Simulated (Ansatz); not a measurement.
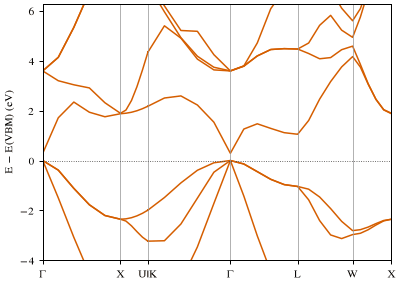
Figure: Band structure from plane-wave PAW HSE06 (Ansatz code)

**Question.** Read off the gap and where the band edges lie.

**Answer.** About 0.3 eV (0.29 eV among the points solved); maximum at Γ, minimum at Γ.

**Question.** Pick the material that matches.
A. BAs, zinc blende
B. TePb, zinc blende
C. InP, zinc blende
D. InSb, zinc blende

**Answer.** D, InSb, zinc blende

Space group F-43m (zinc blende). The HSE06 relaxation kept the symmetry of its start. The hybrid was solved on a coarse mesh, the path and, where they were found, the r²SCAN edge points; its band edges are the extreme levels among these. Scalar-relativistic: spin–orbit coupling is off unless named, which matters more the heavier the elements.

Potentials: the later of the program's two PAW sets.
